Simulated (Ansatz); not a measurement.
# AlF2H: the cost of one run

Program: Ansatz 0.2.0. Level of theory: RKS B3LYP-D4/6-31G*. These are calculated values, not measurements.

## Step 1: The starting structure

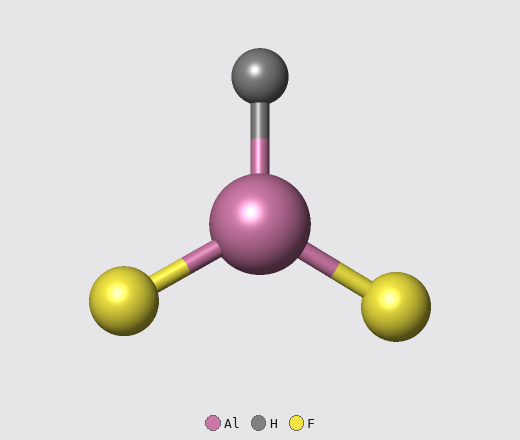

Start, viewed from a chosen angle; aluminium pink, hydrogen grey, fluorine yellow.

Structure file:

```xyz
4

Al    0.0000    0.0000    0.0000
H     0.0000    0.0000    1.5600
F     1.4635    0.0000   -0.8450
F    -1.4635    0.0000   -0.8450
```

## Step 2: Relaxing the start

File input.yaml:

```yaml
crystal:
  periodic: [false, false, false]
  atoms:
    - { symbol: Al, position_ang: [0.0, 0.0, 0.0] }
    - { symbol: H, position_ang: [0.0, 0.0, 1.56] }
    - { symbol: F, position_ang: [1.4635, 0.0, -0.845] }
    - { symbol: F, position_ang: [-1.4635, 0.0, -0.845] }
basis:
  gaussian: { orbitals: "6-31G*" }
hamiltonian:
  xc: b3lyp
  dispersion: d4
relax:
  f_tol: 0.02
  max_steps: 40
output:
  orbitals: {}
```

On the command line:

```bash
ansatz run input.yaml --threads 1 --pin off --max-ram 2048MiB --backend cpu --events-out ev --progress --plain --runs-dir out
```

Q: Estimate wall time and peak memory on 1 thread of Arm Neoverse V2, shared host.

About 4.8 s, with a peak of 0.1 GiB.
